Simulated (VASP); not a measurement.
Band structure of YSi (space group Cmcm). Level of theory: LDA (Ceperley-Alder, Perdew-Zunger), VASP's LDA PAW potentials (set 64) (plane waves; VASP).

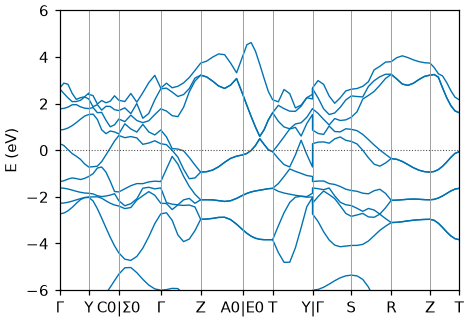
Figure. Bands along high-symmetry lines, zero at the valence-band maximum or, without a gap, the Fermi level

Task: Read the plot: is there a gap, and where are the band edges?

Result: It has no gap at this level: it comes out as a metal or semimetal. (Edges off the drawn lines would not show.)

The structure comes from a computed database's YSi entry (Cmcm); how it stands against other phases isn't given here. It was relaxed first, which changed the volume by -5 %.
